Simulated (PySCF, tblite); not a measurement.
# C5H3N3Se: excited states, first hyperpolarisability

Aim: compute the excited states, first hyperpolarisability of C5H3N3Se (`c1cc2nn[se]c2cn1`).

Computed with tblite 0.8.0 and PySCF 2.14.0 and routines of our own; the level stands in each step. Atoms count from 0.

## Step 1: The system as given

12 atoms, charge 0, multiplicity 1; geometry from: force field or distance geometry start.

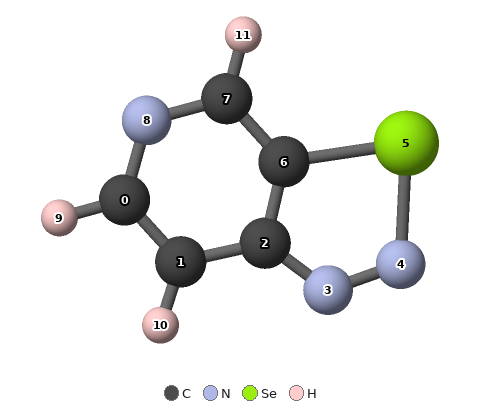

The starting geometry (carbon dark grey, nitrogen light blue, selenium green, hydrogen pink).

## Step 2: Geometry optimisation with GFN2-xTB

The job: settings as JSON, then the geometry in Å.

```
{"job": {"kind": "relax", "xc": "GFN2-xTB", "basis": "xTB"}, "charge": 0, "multiplicity": 1}
C     -1.396700    -1.089900     0.382800
C     -0.096900    -1.379900     0.072900
C      0.815200    -0.334700    -0.176600
N      2.060400    -0.364000    -0.487200
N      2.753300     0.664400    -0.684100
Se     1.695200     2.320900    -0.516500
C      0.294900     0.922900    -0.117600
C     -1.028300     1.218100     0.195300
N     -1.855200     0.173700     0.436700
H     -2.064000    -1.942600     0.583400
H      0.236100    -2.410100     0.048000
H     -1.413000     2.220600     0.236900
```

Launch:

```bash
> OMP_NUM_THREADS=1 python excited_run.py task.json out
```

One launch serves the whole session: the jobs run in the order shown.

The program printed:

```text
step      E/eV     max force
  0    -656.20627    5.276
  1    -656.62259    3.084
  2    -656.77427    1.254
  3    -656.83195    0.650
  4    -656.85590    0.469
  5    -656.87058    0.274
  6    -656.87854    0.209
  7    -656.88286    0.197
  8    -656.88584    0.160
  9    -656.88766    0.124
 10    -656.88872    0.081
 11    -656.88926    0.058
 12    -656.88963    0.061
 13    -656.88989    0.045
 14    -656.89006    0.033
 15    -656.89015    0.031
 16    -656.89020    0.026
 17    -656.89024    0.018
 18    -656.89027    0.014
 19    -656.89029    0.009
```

Wall time 0.1 s (1 thread of Arm Neoverse V2, shared host).

Relaxation path:

| step | energy from step 0 (eV) | largest force (eV/Å) |
| --- | --- | --- |
| 0 | 0.0000 | 5.2761 |
| 1 | -0.4163 | 3.0845 |
| 2 | -0.5680 | 1.2541 |
| 3 | -0.6257 | 0.6499 |
| 4 | -0.6496 | 0.4693 |
| 5 | -0.6643 | 0.2736 |
| 6 | -0.6723 | 0.2094 |
| 7 | -0.6766 | 0.1967 |
| 8 | -0.6796 | 0.1602 |
| 9 | -0.6814 | 0.1236 |
| 10 | -0.6825 | 0.0807 |
| 11 | -0.6830 | 0.0580 |
| 12 | -0.6834 | 0.0610 |
| 13 | -0.6836 | 0.0448 |
| 14 | -0.6838 | 0.0334 |
| 15 | -0.6839 | 0.0306 |
| 16 | -0.6839 | 0.0257 |
| 17 | -0.6840 | 0.0179 |
| 18 | -0.6840 | 0.0139 |
| 19 | -0.6840 | 0.0093 |

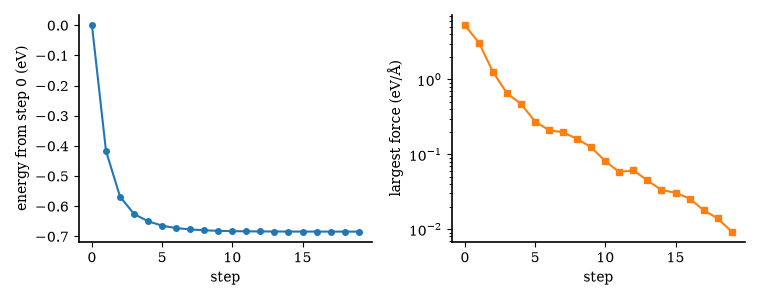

Energy and largest force along the relaxation.

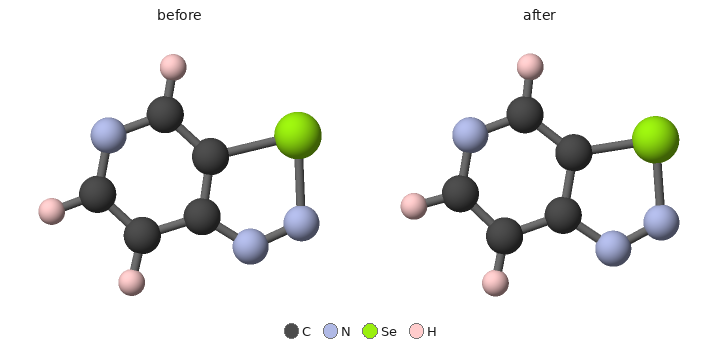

Before and after, at one scale.

Close pairs (by a distance rule), those that changed most:

```csv
bond,before (Å),after (Å),change (Å)
Se5–C6,2.019,1.860,-0.158
N4–Se5,1.973,1.863,-0.110
C2–N3,1.284,1.355,+0.072
C2–C6,1.362,1.424,+0.062
C7–N8,1.354,1.310,-0.044
N3–N4,1.256,1.230,-0.026
C0–H9,1.101,1.081,-0.020
C1–C2,1.409,1.396,-0.014
```

The end geometry stands in the next job.

## Step 3: Infrared spectrum with GFN2-xTB

The job: settings as JSON, then the geometry in Å.

```
{"job": {"kind": "ir", "xc": "GFN2-xTB", "basis": "xTB"}, "charge": 0, "multiplicity": 1}
C     -1.370280    -1.068469     0.375065
C     -0.062901    -1.384105     0.073493
C      0.801178    -0.318225    -0.181153
N      2.117814    -0.394823    -0.493376
N      2.724539     0.657844    -0.685046
Se     1.682613     2.191054    -0.503484
C      0.296207     1.011791    -0.118882
C     -1.050093     1.191109     0.197164
N     -1.844113     0.176063     0.433897
H     -2.097581    -1.840039     0.585204
H      0.295488    -2.399410     0.031779
H     -1.491673     2.176526     0.259312
```

The program printed:

```text
mode    cm-1     km/mol
  1     156.4      0.89
  2     179.8     10.12
  3     271.8      2.93
  4     352.7     12.63
  5     375.5      1.05
  6     451.7      0.18
  7     463.0      6.23
  8     521.6     14.97
  9     592.8      5.17
 10     674.0      0.19
 11     703.8      4.14
 12     744.2     57.55
 13     815.0     15.36
 14     881.2     52.59
 15     883.6      0.06
 16     909.8      0.06
 17    1023.1     33.80
 18    1067.5      5.56
 19    1165.8      9.77
 20    1216.3      4.42
 21    1256.7      6.59
 22    1286.3     55.60
 23    1352.2     11.74
 24    1402.3     12.92
 25    1474.5    250.09
 26    1514.8     59.17
 27    1561.8     58.83
 28    3060.7      9.01
 29    3076.4     15.89
 30    3112.8      7.68
```

It took 0.31 s on 1 thread of Arm Neoverse V2, shared host.

The strongest bands and the atoms that carry them (share of the mass-weighted mode):

```csv
cm⁻¹,km/mol,atoms
744,57.5,"N4 36 %, N3 17 %, C1 16 %"
881,52.6,"N3 40 %, C7 16 %, N8 12 %, C0 11 %"
1023,33.8,"C6 57 %, C1 16 %"
1286,55.6,"C6 24 %, C0 18 %, C7 15 %, C2 15 %"
1474,250.1,"N3 39 %, N4 37 %"
1515,59.2,"C0 32 %, C2 22 %, N8 14 %, C6 11 %"
1562,58.8,"C1 29 %, C7 18 %, C2 18 %"
3076,15.9,H9 91 %
```

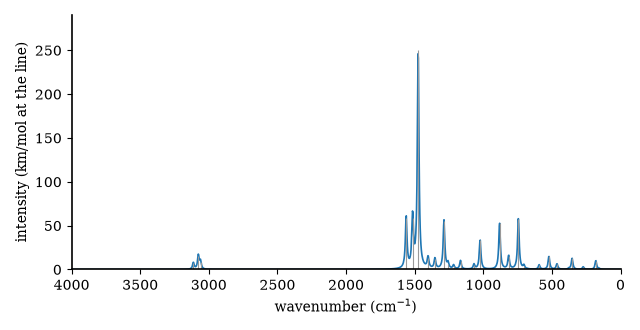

The infrared spectrum from these modes, unscaled. Lines are broadened to a width of 14 cm⁻¹ (Lorentzian).

## Step 4: Excited states: TDA LC-wPBE/def2-SVP

The job, as its differences from that of step 3:

```diff
@@ -1,2 +1,2 @@
-{"job": {"kind": "ir", "xc": "GFN2-xTB", "basis": "xTB"}, "charge": 0, "multiplicity": 1}
+{"job": {"kind": "states", "xc": "LC-wPBE", "basis": "def2-SVP", "tda": true, "soc": true, "nstates": 5, "ntriplets": 6, "nquad": 4}, "charge": 0, "multiplicity": 1}
 C     -1.370280    -1.068469     0.375065
```

Level: TDA LC-wPBE/def2-SVP excited states, vertical, gas phase, spin-orbit mean-field couplings.

The program printed:

```text
coarse grid: 56008 points
cycle   1  E = -2756.8699345028  dE =  1.519e+00  |g| = 5.219e-01  |ddm| = 4.626e+00
cycle   2  E = -2756.9025475123  dE = -3.261e-02  |g| = 4.308e-01  |ddm| = 1.008e+00
cycle   3  E = -2756.9416047996  dE = -3.906e-02  |g| = 9.049e-02  |ddm| = 4.835e-01
cycle   4  E = -2756.9438839620  dE = -2.279e-03  |g| = 3.467e-02  |ddm| = 1.430e-01
cycle   5  E = -2756.9442467051  dE = -3.627e-04  |g| = 9.511e-03  |ddm| = 6.225e-02
cycle   6  E = -2756.9443042080  dE = -5.750e-05  |g| = 4.464e-03  |ddm| = 2.589e-02
cycle   7  E = -2756.9443232232  dE = -1.902e-05  |g| = 3.141e-03  |ddm| = 1.408e-02
cycle   8  E = -2756.9443310704  dE = -7.847e-06  |g| = 9.415e-04  |ddm| = 1.038e-02
final grid: 118208 points
cycle   9  E = -2756.9443535323  dE = -9.286e-07  |g| = 8.863e-04  |ddm| = 3.335e-03
cycle  10  E = -2756.9443538361  dE = -3.038e-07  |g| = 9.392e-04  |ddm| = 1.962e-03
cycle  11  E = -2756.9443540641  dE = -2.279e-07  |g| = 2.478e-04  |ddm| = 9.211e-04
cycle  12  E = -2756.9443541453  dE = -8.127e-08  |g| = 1.435e-04  |ddm| = 8.584e-04
cycle  13  E = -2756.9443541803  dE = -3.499e-08  |g| = 4.009e-05  |ddm| = 9.110e-04
cycle  14  E = -2756.9443541812  dE = -8.909e-10  |g| = 1.644e-05  |ddm| = 1.077e-04
converged SCF energy = -2756.9443541812

Singlet excitations
state   eV       nm        f     d(h-e)  d(exc)  Lambda  PR(NTO)  |dmu|/D   mu/D   main configurations
  1   3.4396   360.5   0.00312   0.572   2.560   0.531   1.010    1.610    0.871   H-1->L 0.90, H-1->L+3 0.09
  2   4.5378   273.2   0.05095   0.253   2.963   0.691   1.687    0.173    1.195   H->L 0.72, H-1->L+2 0.19
  3   4.8565   255.3   0.00399   1.459   2.895   0.424   1.018    3.646    4.724   H-2->L 0.80, H-2->L+3 0.13
  4   4.9747   249.2   0.00056   0.474   2.609   0.480   1.009    1.513    1.978   H->L+2 0.84, H-4->L+2 0.14
  5   5.6445   219.7   0.00043   1.259   2.731   0.370   1.017                     H-2->L+1 0.91

Triplet excitations (Tamm-Dancoff)
state   eV     d(h-e)  d(exc)  Lambda  PR(NTO)   main configurations
  1   2.5027   0.449   2.400   0.531   1.010   H-1->L 0.82, H-1->L+3 0.16
  2   3.5022   0.559   2.975   0.715   1.116   H->L 0.94
  3   3.8077   0.170   2.546   0.783   2.086   H-3->L 0.57, H->L+1 0.26
  4   4.0608   1.289   2.714   0.427   1.019   H-2->L 0.74, H-2->L+3 0.19
  5   4.4020   0.385   2.527   0.479   1.011   H->L+2 0.80, H-4->L+2 0.18
  6   4.4098   1.122   2.591   0.607   1.066   H-1->L+2 0.89
S1 - T1 = 0.9369 eV

Spin-orbit couplings |<S|Hso|T>| (cm-1)
             T1       T2       T3       T4       T5       T6
S0      233.969   10.150    6.152   38.951  805.862  239.932
S1        3.108  318.334   37.007   49.914    1.833  193.007
S2      393.927    0.415    1.405   68.960  365.778    2.336
S3       54.135   83.497    8.693    0.255    2.181    5.220
S4        1.041  187.174   61.460    3.626   12.173  451.485
S5       20.093   36.802   26.533    1.309    2.389   22.338
T1 sublevels (cm-1): 0.000 0.406 7.626   radiative rates (1/s): 2.88 37.4 7.81e+03
```

It took 37 s on 1 thread of Arm Neoverse V2, shared host; peak memory 0.66 GiB.

Key values:

| quantity | value |
| --- | --- |
| S1 less T1 | 0.94 eV |

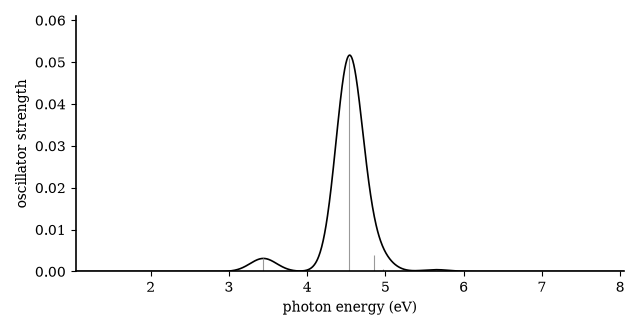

Absorption lines of the singlets. Lines are broadened to a width of 0.40 eV (Gaussian).

## Step 5: First hyperpolarisability: quadratic response BHandHLYP/def2-SVPD

The job, as its differences from that of step 4:

```diff
@@ -1,2 +1,2 @@
-{"job": {"kind": "states", "xc": "LC-wPBE", "basis": "def2-SVP", "tda": true, "soc": true, "nstates": 5, "ntriplets": 6, "nquad": 4}, "charge": 0, "multiplicity": 1}
+{"job": {"kind": "beta", "xc": "BHandHLYP", "basis": "def2-SVPD", "wavelengths": [1550, 1064, 694.3]}, "charge": 0, "multiplicity": 1}
 C     -1.370280    -1.068469     0.375065
```

Level: quadratic response BHandHLYP/def2-SVPD first hyperpolarisability, Taylor convention, gas phase.

The program printed:

```text
coarse grid: 56008 points
cycle   1  E = -2757.2673136488  dE =  1.338e+00  |g| = 4.239e-01  |ddm| = 8.414e+00
cycle   2  E = -2757.2787117230  dE = -1.140e-02  |g| = 4.081e-01  |ddm| = 2.683e+00
cycle   3  E = -2757.3155670698  dE = -3.686e-02  |g| = 1.115e-01  |ddm| = 2.091e+00
cycle   4  E = -2757.3187128641  dE = -3.146e-03  |g| = 3.916e-02  |ddm| = 4.085e-01
cycle   5  E = -2757.3190560334  dE = -3.432e-04  |g| = 1.342e-02  |ddm| = 1.107e-01
cycle   6  E = -2757.3191033523  dE = -4.732e-05  |g| = 5.357e-03  |ddm| = 4.723e-02
cycle   7  E = -2757.3191150957  dE = -1.174e-05  |g| = 1.786e-03  |ddm| = 1.607e-02
cycle   8  E = -2757.3191175393  dE = -2.444e-06  |g| = 6.702e-04  |ddm| = 9.858e-03
final grid: 118208 points
cycle   9  E = -2757.3191061254  dE = -2.455e-07  |g| = 5.468e-04  |ddm| = 6.537e-03
cycle  10  E = -2757.3191061725  dE = -4.709e-08  |g| = 5.381e-04  |ddm| = 2.399e-03
cycle  11  E = -2757.3191062422  dE = -6.972e-08  |g| = 7.971e-05  |ddm| = 1.174e-03
cycle  12  E = -2757.3191062476  dE = -5.339e-09  |g| = 6.245e-05  |ddm| = 3.763e-04
cycle  13  E = -2757.3191062501  dE = -2.561e-09  |g| = 2.442e-05  |ddm| = 3.449e-04
cycle  14  E = -2757.3191062503  dE = -1.978e-10  |g| = 3.748e-06  |ddm| = 6.447e-05
converged SCF energy = -2757.3191062503

Lowest singlets (eV, f): 3.5192 0.0012  4.3007 0.0505  4.6883 0.0005

First hyperpolarisability (au)
process     nm      |vector|   parallel      HRS      DR
static         -      292.47     -59.19     108.06   8.345
shg       1550.0      314.47     -61.28     116.32   8.237
eope      1550.0      299.51     -59.93          -       -
shg       1064.0      342.58     -62.92     126.92   8.105
eope      1064.0      307.75     -60.71          -       -
eope       694.3      330.59     -62.42          -       -
```

Wall time 43 s (1 thread of Arm Neoverse V2, shared host); peak memory 0.83 GiB.

Warnings kept with the result: second harmonic within 0.3 eV of the first excitation or beyond it: left out.

## Step 6: Outcome

| quantity | value |
| --- | --- |
| strongest single infrared mode (GFN2-xTB) | 1474 cm⁻¹, 250 km/mol |
| zero-point energy (GFN2-xTB) | 46.5 kcal/mol |
| S1 less T1 (step 4, TDA LC-wPBE/def2-SVP) | 0.94 eV |
| β vector (step 5, quadratic response BHandHLYP/def2-SVPD) | static 292, SHG 1550.0 nm 314, SHG 1064.0 nm 343 au |

What this shows: No mode is imaginary among the 30: a minimum at this level. The strongest single mode, at 1474 cm⁻¹, moves mainly N3 and N4. Unscaled tight-binding wavenumbers are off by several per cent, some by more. Its intensities can rank the bands wrongly. Scalar relativity is left out for the heavy atoms. In step 4, the number of triplets below S1 is 1, and the largest singlet-triplet spin-orbit coupling is S0–T5, 805.86 cm⁻¹. Steps that list no spin-orbit terms leave them out, which matters at and beside the heavy atoms. β grows from 292 au (static) to 343 au for doubling at 1064.0 nm: normal dispersion, which grows as twice the photon energy moves toward the bright states.
